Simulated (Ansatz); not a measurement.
**CH6FOPSi (SMILES CO[SiH](F)P): density, localisation and related maps**

```xyz
11

C    -1.5530    0.9070   -0.5310
O    -0.6559   -0.0943   -0.1191
Si    0.9340    0.1370    0.2490
F     1.0391    1.0886    1.5638
P     1.9033   -1.8270    0.7212
H    -2.4789    0.4268   -0.8800
H    -1.8066    1.5871    0.2997
H    -1.1453    1.5114   -1.3621
H     1.6235    0.8663   -0.8534
H     1.4495   -2.3873   -0.5134
H     0.7555   -2.2728    1.4458
```

Computed with Ansatz, RKS PBE0-D4/def2-SVP.

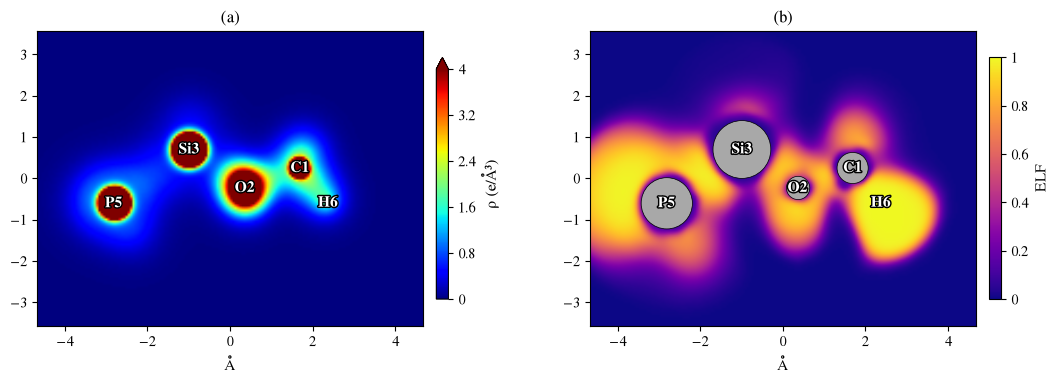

Figure 1. (a) total electron density; (b) electron localisation function on the plane of atoms C1, O2 and Si3. Grey discs cover the atomic cores in the ELF map.

Q: What do the fields say about this system?

A:
- The plane passes through C, O, Si, P and H nuclei.
- C–O (1.41 Å): the density is about 2 e/Å³ at the midpoint, with its minimum of 1.7 e/Å³ about 0.5 Å from C; the ELF peaks at about 0.90 between the atoms (a polar covalent bond).
- Si–O (1.65 Å): the density is about 1.1 e/Å³ at the midpoint; the ELF peaks at about 0.85 between the atoms; a shared but strongly polarised pair.
- Si–P (2.24 Å): ρ is about 0.77 e/Å³ halfway; the ELF peaks at about 1 between the atoms, as expected for a covalent bond.
- C–H (1.10 Å): the density is about 2 e/Å³ at the midpoint; the ELF climbs to about 1 towards the hydrogen, as it does in any bond to H: an ordinary covalent bond to hydrogen.
- The ELF also peaks beside O2 and P5, away from the bonds: lone-pair regions.

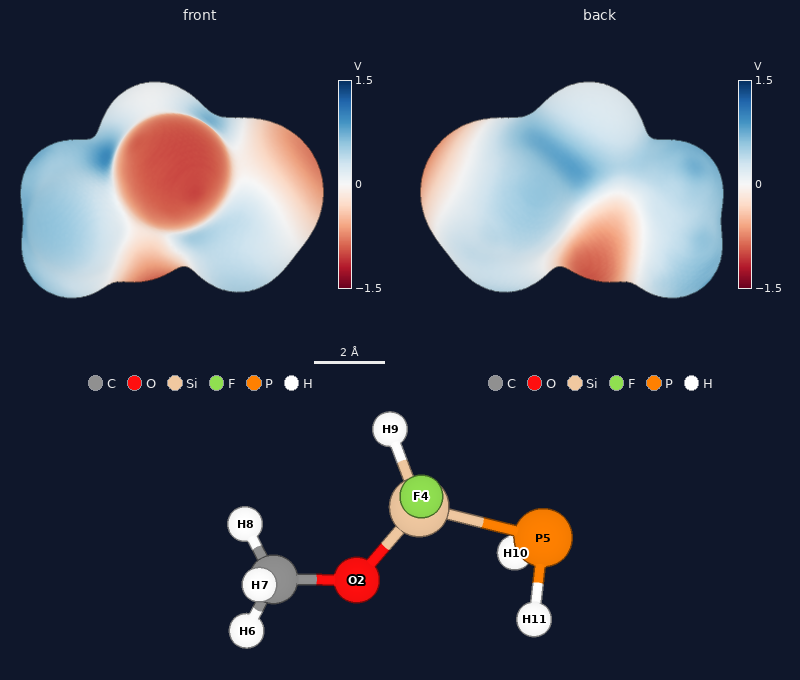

Figure 2. The molecular electrostatic potential painted on the density surface at 0.001 e/bohr³, seen from the front and from behind; the colour scale runs from red (negative) to blue (positive). The bare structure is drawn below in the same view.

Q: Describe the electrostatic potential map.

A: The most negative region (about −1.0 V) lies over F4, the most positive (about +0.8 V) over C1 and Si3.

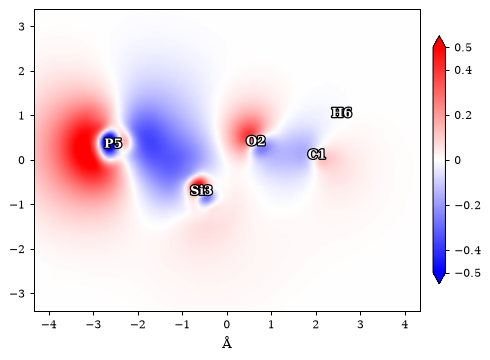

Figure 3. The HOMO on the plane of atoms O2, Si3 and P5 (values in Å⁻³ᐟ²; the overall sign is arbitrary).

Q: Where does this orbital lie, and at what energy?

A: By Hirshfeld shares it lies mainly on P5 (about 70 %) and Si3 (about 15 %); largely a lone pair of P5. Its energy is −7.80 eV.
